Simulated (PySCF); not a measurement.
**SnH4 (SMILES [SnH4]): PBE0/def2-SVPD (core potential)**

What is the vertical ionisation energy of SnH4 at PBE0/def2-SVPD (core potential)? The job is set up through a Python script.

Program for the calculation: PySCF 2.14.0.

6 further runs of the same task are left out: 6 set aside as unsound or not needed.

### 1 The structure to begin with

SnH4 has 5 atoms, charge 0, and is taken as a singlet. As SMILES, `[SnH4]`. The coordinates come from a PBE0-D4/def2-TZVP relaxation.

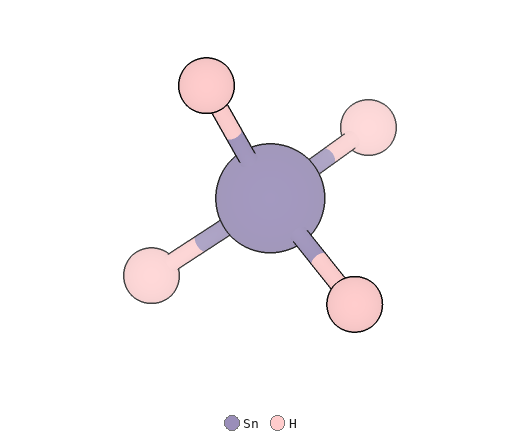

Viewed from a chosen angle; tin purple, hydrogen pink.

### 2 The energy at PBE0/def2-SVPD (core potential)

calc.py

```python
# [SnH4]
from pyscf import gto, dft

molecule = gto.M(
    atom='''
Sn     0.000057     0.000019     0.000076
H      1.556983    -1.612843     2.311022
H     -2.954795     0.762353     1.026386
H     -0.220739    -1.841746    -2.631425
H      1.618494     2.692179    -0.706077
''',
    unit='bohr',
    verbose=3,
    max_memory=1860,
    charge=0,
    basis='def2-svpd',
    ecp={'Sn': 'def2-svp'},
    spin=0,
)

ks = dft.RKS(molecule)
ks.xc = 'pbe0'
ks.grids.level = 5
ks.conv_tol = 1e-10
ks.kernel()
if not ks.converged:
    ks = ks.newton().run(ks.mo_coeff, ks.mo_occ)

energy = ks.e_tot
print(f'total energy: {energy:.8f} hartree')
```

Started as:

```
$ OMP_NUM_THREADS=1 python calc.py
```

Output:

```text
converged SCF energy = -216.654537420931
total energy: -216.65453742 hartree
```

Run time: 5.1 s. Hardware: 1 thread of Arm Neoverse V2, shared host; peak memory 0.32 GiB.

### 3 The doublet cation

calc.py

```python
from pyscf import gto, dft

mol = gto.M(
    atom=[
    ('Sn', (0.000030, 0.000010, 0.000040)),
    ('H', (0.823920, -0.853480, 1.222940)),
    ('H', (-1.563610, 0.403420, 0.543140)),
    ('H', (-0.116810, -0.974610, -1.392490)),
    ('H', (0.856470, 1.424640, -0.373640)),
],
    ecp={'Sn': 'def2-svp'},
    basis='def2-svpd',
    max_memory=1860,
    charge=1,
    spin=1,
    verbose=3,
)

mf = dft.UKS(mol)
mf.xc = 'pbe0'
mf.grids.level = 5
mf.conv_tol = 1e-10
mf.kernel()
if not mf.converged:
    mf = mf.newton().run(mf.mo_coeff, mf.mo_occ)

etot = mf.e_tot
print('Final energy', etot)
```

Started as:

```
$ OMP_NUM_THREADS=1 python calc.py
```

Output:

```text
WARN: HOMO -0.916913856934012 >= LUMO -0.916913856934014

converged SCF energy = -216.232032009483  <S^2> = 0.76231951  2S+1 = 2.0122818
Final energy -216.2320320094825
```

Wall time 13 s (1 thread of Arm Neoverse V2, shared host); peak memory 0.33 GiB.

### 4 Results

Level: PBE0/def2-SVPD (core potential).

| quantity | value |
| --- | --- |
| singlet SnH4: total energy | -216.65454 Eh |
| singlet SnH4: dipole moment | 0.00 D |
| singlet SnH4: HOMO energy | -9.16 eV |
| singlet SnH4: LUMO energy | -0.07 eV |
| singlet SnH4: HOMO–LUMO gap | 9.09 eV |
| doublet cation: total energy | -216.23203 Eh |
| doublet cation: HOMO energy (highest over α and β) | -15.54 eV |
| doublet cation: LUMO energy (lowest over α and β) | -13.85 eV |
| doublet cation: ⟨S²⟩ | 0.762 |
| vertical ionisation energy (to the doublet cation) | 11.497 eV |

In words: The vertical ionisation energy comes to 11.50 eV (265 kcal/mol). −ε(HOMO) before ionisation, 9.16 eV, is 2.34 eV below this ionisation energy.
